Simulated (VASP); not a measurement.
Band structure of MgH2 (space group P4_2/mnm). Computed with PBE GGA, VASP's PBE PAW potentials (set 64) (plane waves; VASP).

The path is coarsely sampled, so an indirect gap can come out somewhat too large.

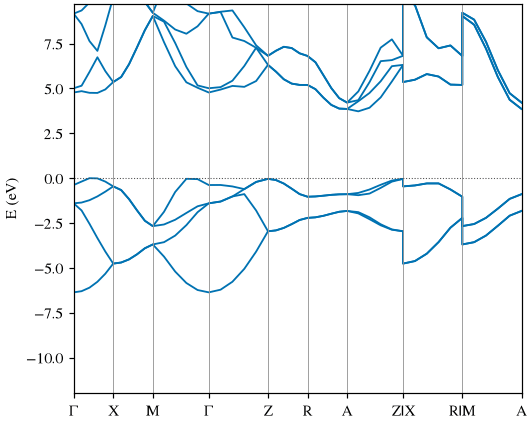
Bands along high-symmetry lines, zero at the valence-band maximum or, without a gap, the Fermi level

**Question.** Read the plot: is there a gap, and where are the band edges?

**Answer.** The gap is indirect, 3.73 eV, from the valence maximum at (0.20, 0.00, 0.00) to the conduction minimum at A-Z at 0.20.

The structure is a typed MgH2 crystal (P4_2/mnm). The cell was not relaxed at this level.
